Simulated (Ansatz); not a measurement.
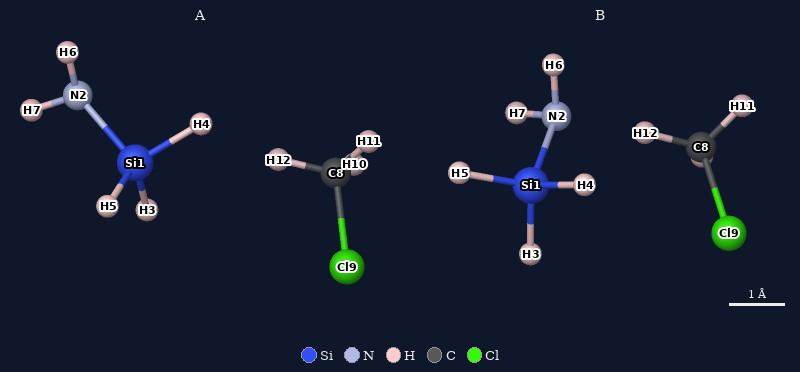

Two geometries of CH$_{8}$ClNSi, drawn at one scale. One is the start of a relaxation, the other its converged end. A ball-and-stick model, seen at a tilt.

Theory: Ansatz, UKS r2SCAN-D4/STO-3G. Set-up: collinear spin; force threshold 0.02 eV/Å; at most 40 steps.

> Which one is relaxed?

Structure B is the relaxed one. The run prepares the start of a later molecular dynamics calculation, from a guessed geometry. The largest move after the best rigid fit is that of H7, 1.69 Å. Largest moves by element: H 1.69 Å, N 1.54 Å, C 0.79 Å, Cl 0.79 Å, Si 0.49 Å. Near-neighbour distances that change, for instance: Si1–N2 1.724 → 1.794 Å, C8–Cl9 1.778 → 1.846 Å, C8–H12 1.086 → 1.133 Å, N2–H6 1.007 → 1.051 Å. Among the angles between lasting bonds that change: Si1–N2–H6 118.6° → 109.2°, H6–N2–H7 109.2° → 103.2°, N2–Si1–H5 115.6° → 112.5°. The energy falls by 0.548 eV in 37 accepted moves (38 points after the start). Largest force component: 1.3 eV/Å at the start, 0.018 eV/Å at the end. The line search rejected the trial step at point 26 of the run. The forces were under the threshold at step 6, but the run went on from there. Cost: 110 s on 1 thread of Intel(R) Xeon(R) 6975P-C (Granite Rapids), on a shared host, peak memory 0.25 GiB.

Limits of the set-up: the start holds two separate molecules, 2.7 Å apart at their closest, whose relative position is a soft coordinate; STO-3G is a minimal basis, so the numbers are rough.
